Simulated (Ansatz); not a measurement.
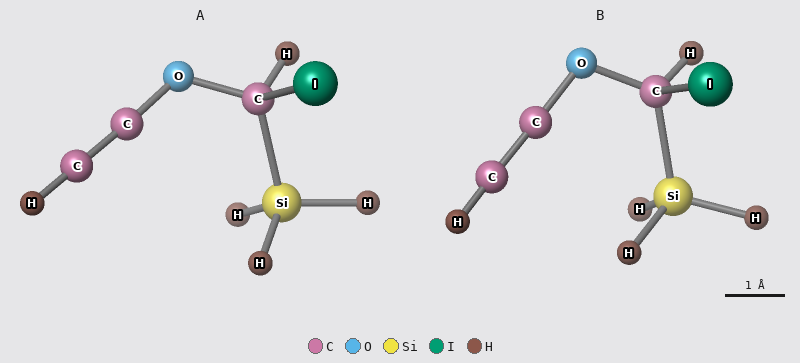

Two geometries of C₃H₅IOSi, drawn at one scale. One is the start of a relaxation, the other its converged end. A ball-and-stick model, seen at a tilt.

These are results of RKS B3LYP/def2-SVP in Ansatz 0.2.0, not measurements. Set-up: no spin polarisation; force threshold 0.015 eV/Å; at most 40 steps.

Which of the two is the end point?

Answer. Structure A is the relaxed one. The run prepares an end point of a later path (torsion) calculation, from a guessed geometry. Over 9 accepted moves (10 points after the start) the energy falls by 17.0 kcal/mol. The largest force component goes from 6.2 to 0.014 eV/Å. The line search rejected the trial step at point 5 of the run. The atom that moves furthest after the best rigid fit is an H atom (0.56 Å). By element the largest moves are H 0.56 Å, C 0.32 Å, O 0.24 Å, Si 0.19 Å, I 0.11 Å. Some distances before and after: C–Si 2.898 → 3.192 Å, H–Si 1.543 → 1.484 Å, C–Si 1.867 → 1.925 Å, C–O 1.358 → 1.303 Å. Among the angles between lasting bonds that change: C–O–C 109.1° → 119.3°, O–C–I 102.1° → 111.6°, O–C–H 113.4° → 105.0°. The run took 65 s on 2 threads of Intel(R) Xeon(R) Platinum 8375C CPU @ 2.90GHz (Ice Lake), on a shared host, peak memory 0.37 GiB.
